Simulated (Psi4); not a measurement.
Process, species as SMILES: P (PH3) + H+ → [PH4+]
B3LYP-D3(BJ)/def2-TZVP geometries, fixed; electronic energies without zero-point terms; positive where energy is released.

Basis-set convergence of the proton affinity at MP2 with Psi4. Cartesian d functions, on some or all atoms, in 6-31G**; all else is spherical. Density fitting with the program's default auxiliary sets. Cores are frozen. Psi4's default fitting sets serve the pcseg sets less well. No added dispersion term, no relativity. Functions are those of the species that has most. Reference: Hartree-Fock in aug-cc-pV(Q+d)Z plus the correlation part extrapolated as X^-3 from aug-cc-pV(T+d)Z and aug-cc-pV(Q+d)Z, 193.66 kcal/mol, itself unsure by roughly 0.13 kcal/mol (a third of the extrapolation step and of the last Hartree-Fock step). Deviations are taken from unrounded values. Cost is core time over that of STO-3G, rough, on shared machines of one kind.

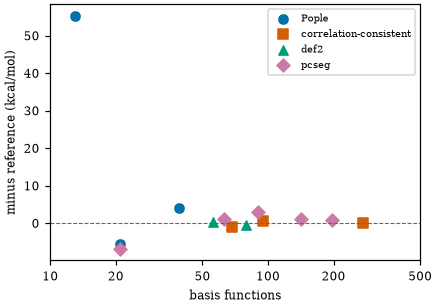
Figure. Deviation from the reference against the number of basis functions, by family of sets.

```tsv
basis	functions	proton affinity (kcal/mol)	minus reference (kcal/mol)	cost
STO-3G	13	248.92	55.26	1×
3-21G	21	188.22	-5.44	1×
pcseg-0	21	186.83	-6.83	0.9×
6-31G**	39	197.61	3.95	1×
def2-SVPD	56	194.06	0.40	1×
aug-pcseg-1	63	194.69	1.03	1×
aug-cc-pV(D+d)Z	68	192.77	-0.89	1×
def2-TZVPD	79	193.12	-0.54	1×
pcseg-2	90	196.52	2.86	1×
cc-pV(T+d)Z	95	194.20	0.54	2×
aug-pcseg-2	142	194.86	1.21	2×
pcseg-3	196	194.40	0.74	2×
aug-cc-pV(Q+d)Z	273	193.72	0.06	6×
```
